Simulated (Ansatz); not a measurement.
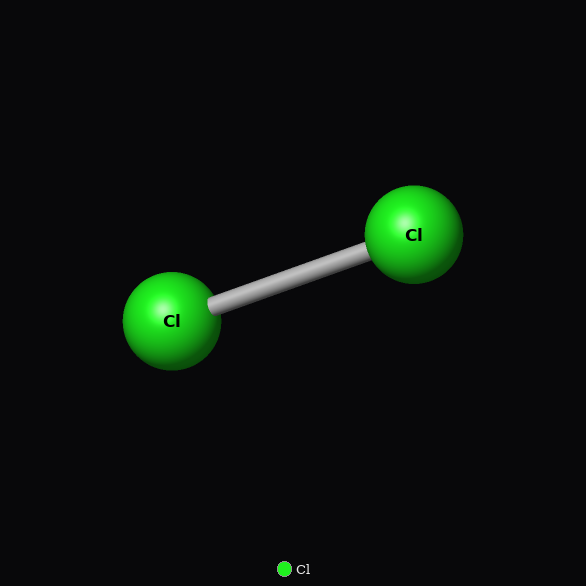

The structure as it stands in the input.

Ansatz 0.2.0 input:

```yaml
crystal:
  periodic: [false, false, false]
  atoms:
    - {symbol: Cl, position_ang: [0.803657, -0.267575, 0.412063]}
    - {symbol: Cl, position_ang: [-0.803657, 0.267575, -0.412063]}
basis:
  gaussian: {orbitals: aug-pcseg-2, fitting: {mean_field: cc-pVTZ-jkfit}}
total_charge: 2
hamiltonian: {xc: {name: wB97X}, pseudopotentials: {relativity: scalar}}
output: {forces: true}
```

Command:

```sh
ansatz run in.yaml --threads 2 --pin off --events-out ev --progress --plain --max-ram 32768MiB --backend cpu
```

What the program printed:

```
Functional definition: wB97X
  name "wB97X"
  cite "Chai & Head-Gordon, J. Chem. Phys. 128, 084106 (2008) doi:10.1063/1.2834918"
  cite "Becke, J. Chem. Phys. 107, 8554 (1997) doi:10.1063/1.475007"
  parameter omega = 0.3/bohr
  parameter cx = 0.157706
  parameter cx1 = 0.726479
  parameter cx2 = 1.04760
  parameter cx3 = -5.70635
  parameter cx4 = 13.2794
  parameter css1 = -4.33879
  parameter css2 = 18.2308
  parameter css3 = -31.7430
  parameter css4 = 17.2901
  parameter cos1 = 2.37031
  parameter cos2 = -11.3995
  parameter cos3 = 6.58405
  parameter cos4 = -3.78132
  # The coefficients of nought are those of the uniform gas.
  exchange = spin_sum(e_x_unif_sr(omega)*poly(b97_u_x, 1 - cx, cx1, cx2, cx3, cx4)) + cx*exact_x_sr(omega)
      + exact_x_lr(omega)
  correlation = spin_sum(e_c_pw_same_spin*poly(b97_u_same, 1, css1, css2, css3, css4))
      + integral(e_c_pw_opposite_spin*poly(b97_u_opposite, 1, cos1, cos2, cos3, cos4))
242 factors; integrals over basis functions are off by at most 9.4e-1 eV
242 factors; integrals over basis functions are off by at most 5.8e-3 eV
mean field evaluation 1: about -25081.4230 eV, gradient 1.7e1 eV
mean field evaluation 2: about -25081.8316 eV, gradient 6.9e0 eV
mean field evaluation 4: about -25081.8982 eV, gradient 2.5e-1 eV
mean field evaluation 8: about -25081.9010 eV, gradient 3.6e-3 eV
mean field -25081.90102029 eV, -921.7428613726 hartree, gradient 2.4e-5 eV, S^2 0.000000; 0 other end points of the search recorded, 0 dependent functions left out
the calculation of the forces begins
reference -25081.90100108 eV, -921.7428606666 hartree; 16, 16 occupied and 84, 84 virtual orbitals, 242 factors
Total energy: -25081.90100108 eV, -921.7428606666 hartree
Relativity: scalar
Atom 0 at     0.803657    -0.267575     0.412063 Å, force    -1.981197     0.659633    -1.015829 eV/Å
Atom 1 at    -0.803657     0.267575    -0.412063 Å, force     1.981197    -0.659633     1.015829 eV/Å
Dipole moment:     0.000000    -0.000000     0.000000 e Å
```

The run converged.
